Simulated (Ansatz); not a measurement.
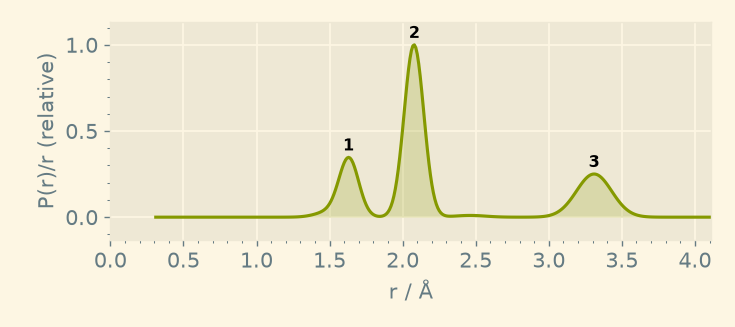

Simulated gas electron diffraction: radial distribution curve of FHSeSi. Each pair of atoms contributes with weight ZᵢZⱼ/r; damping constant 0.001 Å²; vibrational amplitudes assumed, not computed: 0.05 Å for bonds, 0.078 Å for bonds to H, 0.06 + 0.015 r up to 0.15 Å for other pairs. The geometry is the end point of an optimisation (RKS PBE-D4/def2-SVP in Ansatz 0.2.0); it may be a saddle point or a higher isomer.

Assign the numbered peaks of the radial distribution curve (– bonded, ··· not bonded).

Peak 1, 1.63 Å: Si–H 1.50 Å, Si–F 1.63 Å, not resolved
Peak 2, 2.08 Å: Se–Si 2.08 Å
Peak 3, 3.31 Å: Se···H 3.25 Å, Se···F 3.32 Å, not resolved
